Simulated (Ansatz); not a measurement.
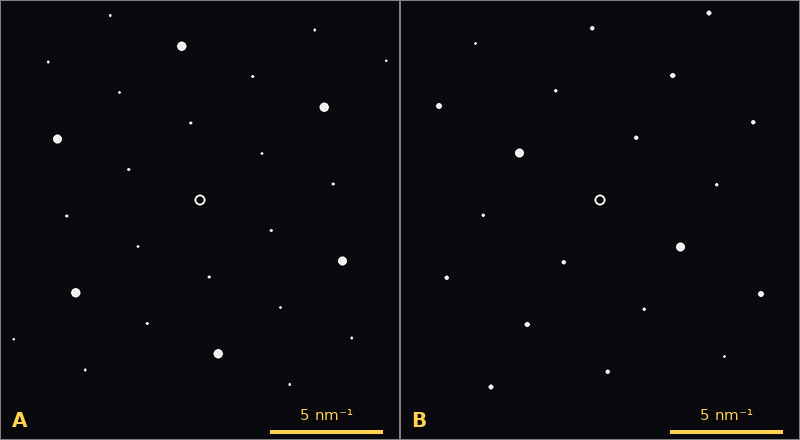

Kinematic electron diffraction patterns (200 kV, B = 0.5 Å², same scale, each along a low-index zone) of two structures of composition SiS3, each relaxed at zero pressure with DFT r2SCAN, scalar-relativistic, plane waves, PAW (Ansatz 0.2.0).

The structures (standard cells):
1. P6_3/mmc (No. 194), a = 6.160 Å, c = 4.769 Å (hexagonal axes), 8 atoms; generated start, possibly hypothetical
2. Pm-3m (No. 221), a = 4.054 Å, 4 atoms; generated start, possibly hypothetical

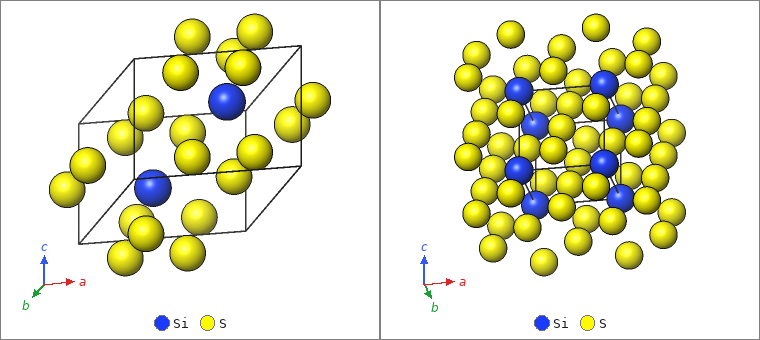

Drawings of the structures 1 to 2, from left to right (each may span several cells).

> Which pattern belongs to which structure, and along which zone?

A is structure 2 along [111] or an equivalent direction: hexagonal net of -1 1 0 (weak) at d = 2.87 Å and -1 0 1 (weak) at d = 2.87 Å, 60.0° apart. B is structure 1 along [210] or an equivalent direction: rectangular net of 1 -2 0 at d = 3.08 Å and 0 0 2 at d = 2.38 Å, 90.0° apart (some points of this net are extinct or too weak to see).

> Which structure lies lowest at this level of theory, and by how much?

Structure 1 (P6_3/mmc, 19.59 Å³ an atom) is the lowest of these; structure 2 (Pm-3m, 16.66 Å³ an atom) lies about 190 meV an atom higher. These are static energies at 0 K; other structures, not shown, may lie lower still.
